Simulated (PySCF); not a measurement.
# C₄H₉FSi (SMILES FCC1C[SiH2]C1): what the fields show

Input file:

```
{"job": {"xc": "WP04", "basis": "pcSseg-1", "solvent": "acetone", "kind": "nmr", "pop": true}, "charge": 0, "multiplicity": 1}
F      2.695723     0.718580     0.012141
C      1.771219    -0.195489     0.464928
C      0.481305    -0.106549    -0.329060
C     -0.571093    -1.138967     0.128053
Si    -1.918931     0.216910     0.215251
C     -0.313838     1.199893    -0.107422
H      2.234995    -1.183464     0.363157
H      1.603162     0.028391     1.524423
H      0.720088    -0.233241    -1.387158
H     -0.312293    -1.571501     1.093296
H     -0.705490    -1.962557    -0.568493
H     -2.885272     0.203328    -0.882077
H     -2.578271     0.402809     1.507099
H      0.057451     1.754235     0.752906
H     -0.283168     1.875611    -0.958298
```

Run with:

```sh
OMP_NUM_THREADS=1 python ens_run.py task.json out
```

Geometry: GFN2-xTB.

Theory: WP04/pcSseg-1, SCF density, in a acetone solvent model, non-relativistic (PySCF 2.14.0).

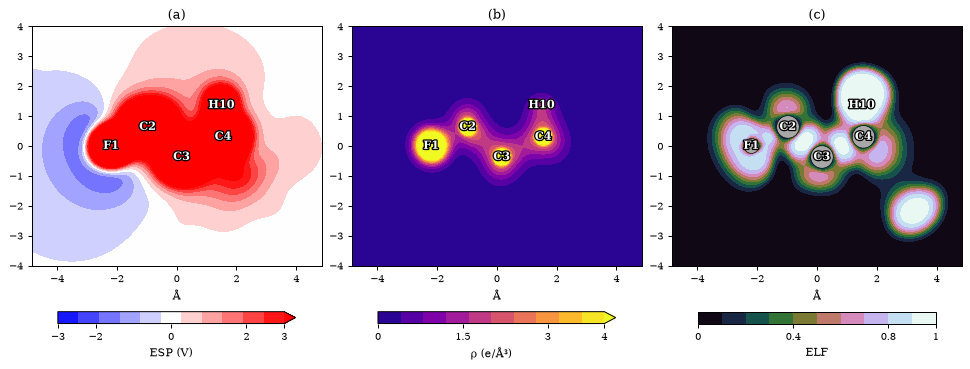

Figure 1. (a) molecular electrostatic potential; (b) electron density; (c) ELF on the plane of atoms F1, C2 and C3. Grey discs cover the atomic cores in the ELF map.

> Interpret the plot.

The section cuts through F, C and H sites. C–F (1.38 Å): ρ at the midpoint is about 2.1 e/Å³, with its minimum of 1.6 e/Å³ about 0.5 Å from C; the ELF peaks at about 0.85 between the atoms; a shared but strongly polarised pair. C–C (1.52 Å): the density is about 1.7 e/Å³ at the midpoint; the ELF peaks at about 0.95 between the atoms: a covalent bond. C–H (1.09 Å): ρ at the midpoint is about 2 e/Å³; the ELF climbs to about 1 towards the hydrogen, as it does in any bond to H; an ordinary covalent bond to hydrogen. The ELF also peaks beside F1, away from the bonds: lone-pair regions. Outside the dense part of the molecule the potential is most negative (−1.7 V) near F1.

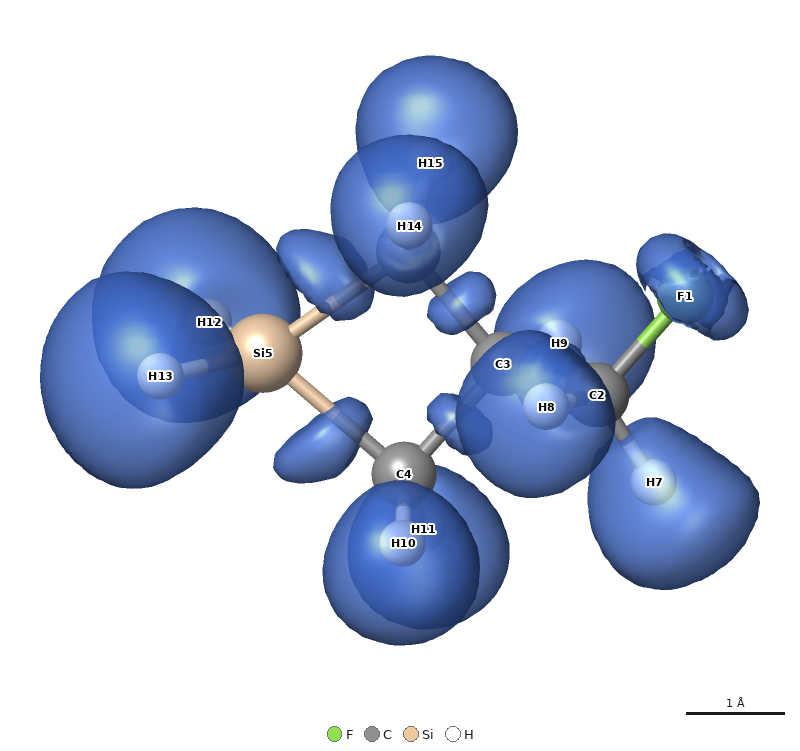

Figure 2. Isosurface of the electron localisation function at 0.85 (blue), seen at a tilt. Core shells and regions of very low density are left out.

> What do the ELF domains correspond to?

The ELF exceeds this value in three regions between bonded C–C atoms (shared pairs), two regions between bonded C–Si atoms (shared pairs), nine regions around hydrogen nuclei and one region wrapped around F (its lone pairs, merged into a ring or cap).

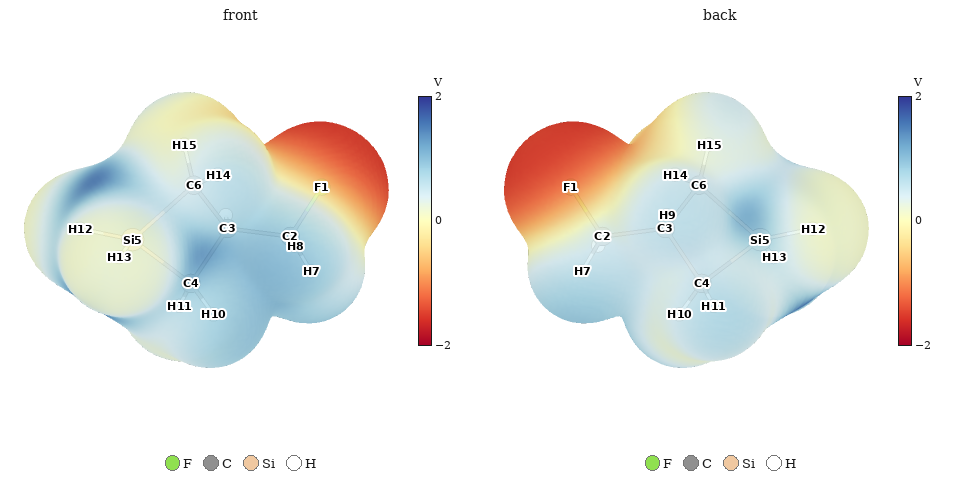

Figure 3. The molecular electrostatic potential painted on the density surface at 0.002 e/bohr³, seen from the front and from behind; the colour scale runs from red (negative) to blue (positive).

> Describe the electrostatic potential map.

The most negative region (about −1.5 V) lies over F1, the most positive (about +1.5 V) over Si5.

> How polar is the molecule by this calculation?

Its dipole moment is 2.45 D.
